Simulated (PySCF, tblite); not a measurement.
# C₇H₆F radical: geometry, infrared bands and EPR parameters

Aim: predict the infrared bands and EPR parameters of C₇H₆F radical (`C#C[C@@H]1C[C@]12C[C]2F`).

The runs use tblite 0.8.0 and PySCF 2.14.0, with density-fitted response routines of our own; the level of theory stands in each step. All values are computed, except where a source is named. Atoms are numbered from 0 throughout.

**1. The molecule as given**

14 atoms, charge 0, multiplicity 2; geometry from: force field or distance geometry start.

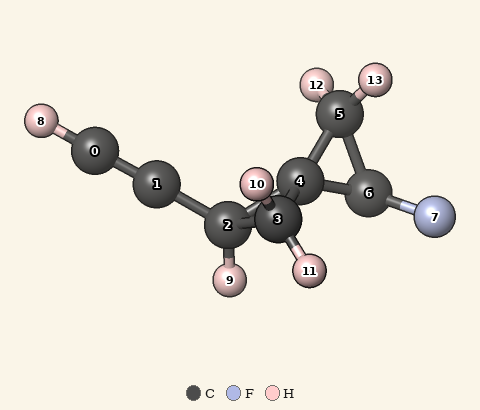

The starting geometry (carbon dark grey, fluorine light blue, hydrogen pink), atoms numbered.

**2. Optimising the geometry with GFN2-xTB**

What the job is given:

```
{"job": {"kind": "relax", "xc": "GFN2-xTB", "basis": "xTB"}, "charge": 0, "multiplicity": 2}
C      2.811800     0.287600     1.024400
C      1.804200    -0.213400     0.574700
C      0.632600    -0.831800     0.063100
C      0.106700    -0.325100    -1.327300
C     -0.588300    -0.036400    -0.072900
C     -1.406200     0.956900     0.568500
C     -1.907900    -0.404100     0.286200
F     -2.866000    -0.581000    -0.631700
H      3.690700     0.738700     1.416800
H      0.506700    -1.889900     0.268200
H      0.643400     0.466700    -1.811400
H     -0.317900    -1.072900    -1.989500
H     -1.251000     1.168900     1.628900
H     -1.859500     1.735300    -0.020000
```

Started as:

```bash
> OMP_NUM_THREADS=1 python probes_run.py task.json out
```

One launch serves the whole session: the jobs run in the order shown.

The log of the run:

```text
step      E/eV     max force
  0    -613.55514    2.685
  1    -613.65028    3.412
  2    -613.71926    2.719
  3    -613.80071    0.979
  4    -613.82532    0.412
  5    -613.84380    0.376
  6    -613.86515    0.440
  7    -613.87986    0.323
  8    -613.88843    0.212
  9    -613.89417    0.209
 10    -613.90162    0.281
 11    -613.91072    0.333
 12    -613.91809    0.241
 13    -613.92183    0.121
 14    -613.92417    0.143
 15    -613.92670    0.164
 16    -613.92933    0.163
 17    -613.93166    0.118
 18    -613.93344    0.109
 19    -613.93490    0.103
 20    -613.93613    0.103
 21    -613.93707    0.092
 22    -613.93788    0.088
 23    -613.93888    0.098
 24    -613.94029    0.126
 25    -613.94202    0.141
 26    -613.94360    0.121
 27    -613.94465    0.072
 28    -613.94535    0.058
 29    -613.94611    0.078
 30    -613.94707    0.096
 31    -613.94814    0.111
 32    -613.94920    0.107
 33    -613.95031    0.094
 34    -613.95153    0.107
 35    -613.95275    0.087
 36    -613.95363    0.065
 37    -613.95414    0.045
 38    -613.95453    0.050
 39    -613.95499    0.065
 40    -613.95551    0.064
 41    -613.95592    0.046
 42    -613.95618    0.039
 43    -613.95637    0.040
 44    -613.95657    0.042
 45    -613.95680    0.046
 46    -613.95703    0.042
 47    -613.95719    0.027
 48    -613.95730    0.025
 49    -613.95741    0.030
 50    -613.95752    0.027
 51    -613.95763    0.027
 52    -613.95774    0.029
 53    -613.95783    0.026
 54    -613.95789    0.021
 55    -613.95793    0.017
 56    -613.95797    0.016
 57    -613.95801    0.022
 58    -613.95803    0.014
 59    -613.95805    0.010
 60    -613.95806    0.006
```

Wall time 0.31 s (1 thread of Arm Neoverse V1, shared host).

Along the way: (not every step is listed)

| step | energy from step 0 (eV) | largest force (eV/Å) |
| --- | --- | --- |
| 0 | 0.0000 | 2.6845 |
| 1 | -0.0951 | 3.4121 |
| 2 | -0.1641 | 2.7191 |
| 3 | -0.2456 | 0.9787 |
| 4 | -0.2702 | 0.4122 |
| 5 | -0.2887 | 0.3760 |
| 6 | -0.3100 | 0.4400 |
| 7 | -0.3247 | 0.3234 |
| 8 | -0.3333 | 0.2116 |
| 12 | -0.3629 | 0.2411 |
| 16 | -0.3742 | 0.1633 |
| 20 | -0.3810 | 0.1031 |
| 24 | -0.3851 | 0.1260 |
| 28 | -0.3902 | 0.0580 |
| 32 | -0.3941 | 0.1071 |
| 36 | -0.3985 | 0.0653 |
| 40 | -0.4004 | 0.0642 |
| 44 | -0.4014 | 0.0417 |
| 48 | -0.4022 | 0.0255 |
| 52 | -0.4026 | 0.0290 |
| 55 | -0.4028 | 0.0175 |
| 56 | -0.4028 | 0.0158 |
| 57 | -0.4029 | 0.0221 |
| 58 | -0.4029 | 0.0136 |
| 59 | -0.4029 | 0.0105 |
| 60 | -0.4029 | 0.0062 |

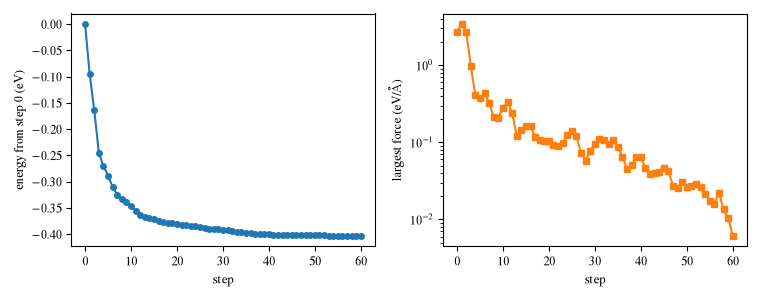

Energy and largest force along the relaxation.

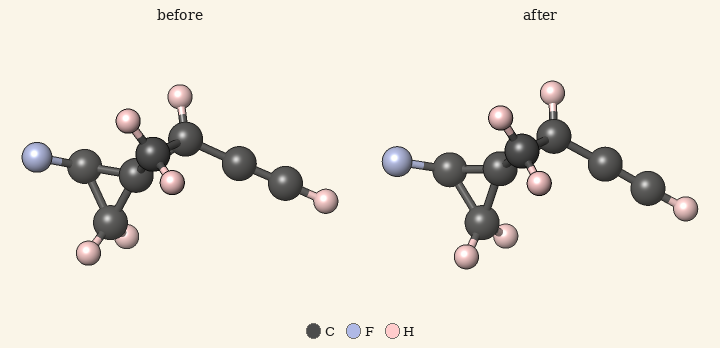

Before and after, at one scale.

Distances of close pairs at the start and the end, largest changes first:

| bond | before (Å) | after (Å) | change (Å) |
| --- | --- | --- | --- |
| C4–C5 | 1.438 | 1.517 | +0.079 |
| C2–C3 | 1.571 | 1.515 | -0.055 |
| C2–C4 | 1.463 | 1.501 | +0.037 |
| C3–C4 | 1.463 | 1.486 | +0.023 |
| C4–C6 | 1.416 | 1.431 | +0.015 |
| C0–H8 | 1.063 | 1.049 | -0.014 |
| C0–C1 | 1.212 | 1.198 | -0.013 |
| C5–H12 | 1.092 | 1.081 | -0.011 |

The end geometry stands in the next job.

**3. Infrared spectrum with GFN2-xTB**

What the job is given:

```
{"job": {"kind": "ir", "xc": "GFN2-xTB", "basis": "xTB"}, "charge": 0, "multiplicity": 2}
C      2.648211     0.375064     1.107124
C      1.747574    -0.212430     0.578241
C      0.662480    -0.890370    -0.052863
C      0.143722    -0.399983    -1.389302
C     -0.665533    -0.199876    -0.159107
C     -1.325416     0.952579     0.573797
C     -1.998426    -0.347129     0.340158
F     -3.120695    -0.540089    -0.380588
H      3.444135     0.872304     1.575000
H      0.642340    -1.959647     0.130440
H      0.612233     0.475238    -1.817590
H     -0.184016    -1.131915    -2.113078
H     -0.973420     1.176826     1.571503
H     -1.633869     1.828955     0.014099
```

The log of the run:

```text
mode    cm-1     km/mol
  1      88.7      1.03
  2      95.6      1.40
  3     202.0      0.48
  4     219.4      3.35
  5     295.8      0.42
  6     353.7      1.66
  7     374.0      0.26
  8     456.8      0.72
  9     521.4      1.34
 10     642.9     19.09
 11     663.4     23.92
 12     690.0      2.89
 13     805.1     31.03
 14     819.7      5.95
 15     902.2      1.77
 16     933.3     30.67
 17     943.0      7.54
 18     994.7     23.36
 19    1027.5      7.05
 20    1032.9     13.06
 21    1053.2      0.49
 22    1066.0      2.45
 23    1111.7      5.85
 24    1128.3     44.45
 25    1241.3     91.99
 26    1323.3     77.42
 27    1412.5      2.42
 28    1427.7      7.96
 29    1595.4     69.56
 30    2279.4      7.64
 31    3018.1     12.15
 32    3025.6     28.44
 33    3060.5      9.09
 34    3073.5     13.96
 35    3090.1     20.26
 36    3400.3      7.37
```

It took 0.36 s on 1 thread of Arm Neoverse V1, shared host.

Which atoms move in the most intense modes:

| cm⁻¹ | km/mol | atoms |
| --- | --- | --- |
| 663 | 23.9 | H8 81 %, C0 12 % |
| 805 | 31.0 | F7 25 %, C6 19 %, H12 11 %, C4 10 % |
| 933 | 30.7 | H10 22 %, H9 19 %, C2 13 %, H11 12 % |
| 1128 | 44.5 | C5 26 %, C6 17 %, C4 16 %, H9 11 % |
| 1241 | 92.0 | H9 36 %, C6 22 %, C4 14 % |
| 1323 | 77.4 | C2 37 %, C6 24 %, H9 12 % |
| 1595 | 69.6 | C4 53 %, C6 23 % |
| 3026 | 28.4 | H13 92 % |

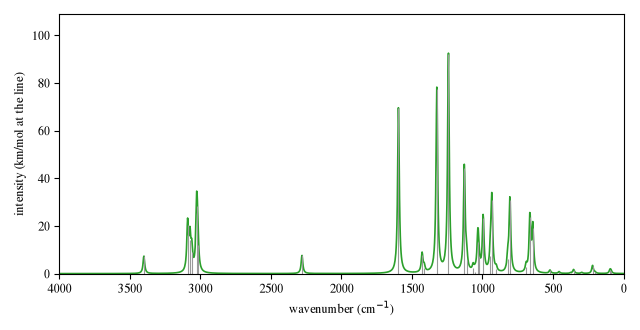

The infrared spectrum from these modes, unscaled. Lines are broadened to a width of 14 cm⁻¹ (Lorentzian).

**4. EPR parameters: B3LYP/pcH-1**

Same as in step 3 but for these lines:

```diff
@@ -1,2 +1,2 @@
-{"job": {"kind": "ir", "xc": "GFN2-xTB", "basis": "xTB"}, "charge": 0, "multiplicity": 2}
+{"job": {"kind": "epr", "basis": "pcH-1"}, "charge": 0, "multiplicity": 2}
 C      2.648211     0.375064     1.107124
```

Method: UKS B3LYP, pcH-1 on C F H, non-relativistic, mean-field spin-orbit, GIAO.

The log of the run:

```text
UKS, coarse grid
  cycle   1  E = -369.92980506  |g| = 3.99e-01
  cycle   2  E = -369.90081772  |g| = 5.21e-01
  cycle   3  E = -369.99327521  |g| = 9.31e-02
  cycle   4  E = -369.99611606  |g| = 3.48e-02
  cycle   5  E = -369.99653174  |g| = 1.98e-02
  cycle   6  E = -369.99670873  |g| = 7.23e-03
  cycle   7  E = -369.99673381  |g| = 2.86e-03
  cycle   8  E = -369.99673847  |g| = 6.84e-04
UKS, final grid
  cycle   1  E = -369.99667751  |g| = 7.94e-04
  cycle   2  E = -369.99667714  |g| = 1.25e-03
  cycle   3  E = -369.99667779  |g| = 2.29e-04
  cycle   4  E = -369.99667781  |g| = 8.30e-05
  cycle   5  E = -369.99667782  |g| = 4.78e-05
  cycle   6  E = -369.99667782  |g| = 1.49e-05
E = -369.99667782 Eh   <S^2> = 0.7529 (exact 0.7500)
g shifts (ppm)      1          2          3
  rmc          -203       -203       -203
  gc             36        -10          9
  oz_so        -134       2429       2810
  total        -301       2216       2616
hyperfine (MHz)  atom isotope    a_iso     a_fc   dipolar eigenvalues
    0   13C       0.55       0.55     -0.82     -0.60      1.42
    1   13C      -3.62      -3.62     -0.82     -0.24      1.06
    2   13C      23.72      23.72     -5.42     -4.92     10.34
    3   13C       4.17       4.17     -3.25     -2.71      5.96
    4   13C      -6.84      -6.84     -9.65     -3.62     13.28
    5   13C      -0.22      -0.22     -7.39     -3.42     10.81
    6   13C     442.11     442.11    -69.89    -64.31    134.19
    7   19F     231.57     231.57   -237.50   -209.50    447.00
    8    1H      -0.81      -0.81     -0.79     -0.39      1.19
    9    1H       3.63       3.63     -4.11     -0.77      4.88
   10    1H      17.61      17.61     -2.84     -0.19      3.03
   11    1H      -1.79      -1.79     -2.65     -1.33      3.98
   12    1H      49.62      49.62     -6.79     -4.34     11.13
   13    1H      18.28      18.28     -5.81     -1.84      7.65
```

Run time: 55 s. Hardware: 1 thread of Arm Neoverse V1, shared host; peak memory 0.96 GiB.

Principal g values 2.00202, 2.00453, 2.00493; g(iso) = 2.00383, against 2.00232 for a free electron.

Hyperfine couplings, nucleus by nucleus at this fixed geometry (no averaging over rotations):

| nuclei | isotope | a(iso) (MHz) | a(iso) (G, at g = 2.0023) | largest dipolar term (MHz) |
| --- | --- | --- | --- | --- |
| C6 | 13C | 442.1 | 157.8 | 134.2 |
| F7 | 19F | 231.6 | 82.6 | 447.0 |
| H12 | 1H | 49.6 | 17.7 | 11.1 |
| C2 | 13C | 23.7 | 8.5 | 10.3 |
| H13 | 1H | 18.3 | 6.5 | 7.7 |
| H10 | 1H | 17.6 | 6.3 | 3.0 |
| C4 | 13C | -6.8 | -2.4 | 13.3 |
| C3 | 13C | 4.2 | 1.5 | 6.0 |
| H9 | 1H | 3.6 | 1.3 | 4.9 |
| C1 | 13C | -3.6 | -1.3 | 1.1 |
| H11 | 1H | -1.8 | -0.6 | 4.0 |
| H8 | 1H | -0.8 | -0.3 | 1.2 |
| C0 | 13C | 0.6 | 0.2 | 1.4 |
| C5 | 13C | -0.2 | -0.1 | 10.8 |

Mulliken spin populations:

C0 0.01; C1 -0.01; C2 0.04; C3 0.02; C4 -0.01; C5 0.02; C6 0.82; F7 0.07; H8 0.00; H9 0.00; H10 0.01; H11 0.00; H12 0.02; H13 0.01

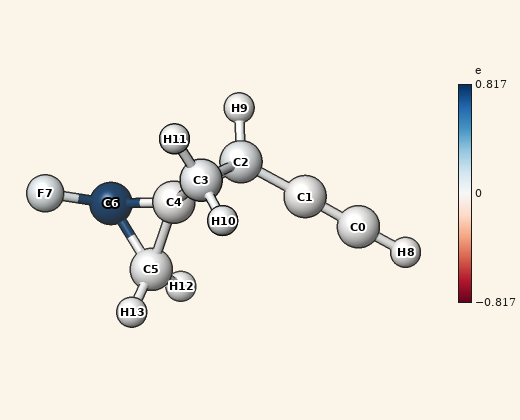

Mulliken spin populations, as colours on the atoms.

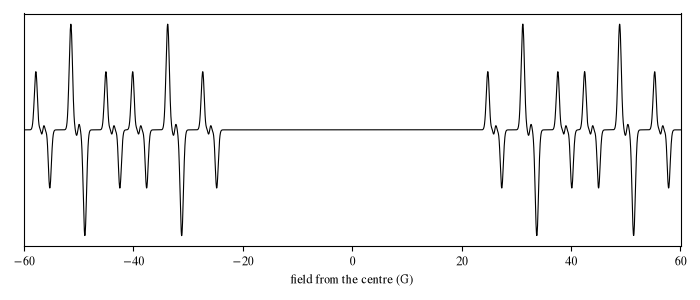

First-order isotropic spectrum (first derivative, main isotopes with spin only, couplings over 0.8 MHz, Gaussian width 0.3 G; couplings of the frozen geometry, rotation of groups not averaged beyond the rows shown).

The fields below are evaluated on a grid from the run's orbitals.

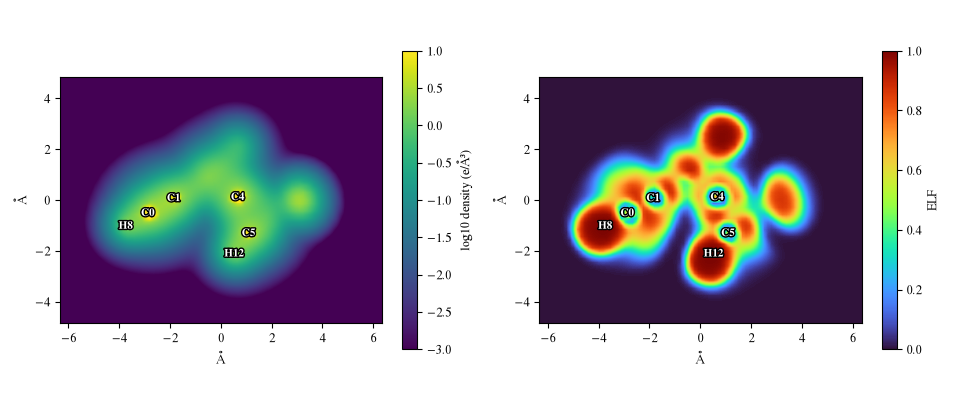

Density (left) and ELF (right) in a plane through or near 6 of the atoms.

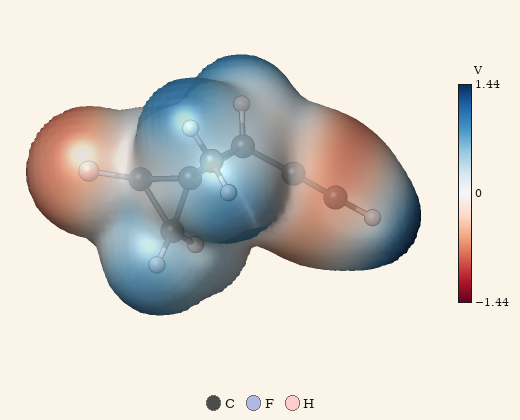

Electrostatic potential on the surface of density 0.002 e/bohr³; red is low, blue high. It runs from -0.82 V near F7 to 1.44 V near H8.

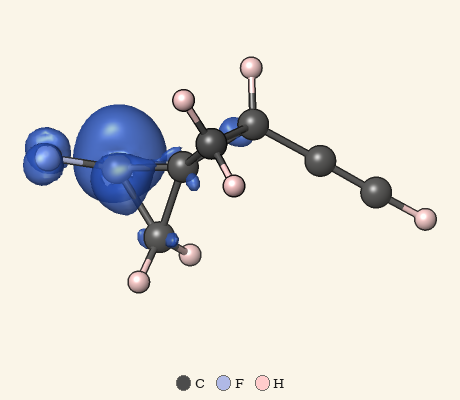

Spin density at ±0.05 e/Å³ (alpha excess blue, beta excess red).

**5. What came out**

```
                                                                  quantity                 value
                                 strongest single infrared mode (GFN2-xTB)  1241 cm⁻¹, 92 km/mol
                                              zero-point energy (GFN2-xTB)         63.4 kcal/mol
                                                            g(iso) (B3LYP)               2.00383
                                                                      ⟨S²⟩    0.753 (exact 0.75)
                                                            largest a(iso)  13C on C6, 442.1 MHz
potential on the surface of density 0.002 e/bohr³, 1st and 99th percentile    -0.82 V and 1.44 V
```

In words: Over 60 steps the energy fell by 0.403 eV; of the close pairs, C4–C5 changed most, 1.438 to 1.517 Å. All 36 modes are real, so the xTB geometry is a minimum. The strongest single mode, at 1241 cm⁻¹, is carried by H9, C6, C4. Unscaled tight-binding wavenumbers are off by several per cent, some by more. Its intensities can rank the bands wrongly. Most of the unpaired spin sits on C6 (0.82 e). The isotropic g lies 1.5 ppt above the free-electron value. The conformer search found further structures of the same energy, which may be mirror or relabelled copies of this one.
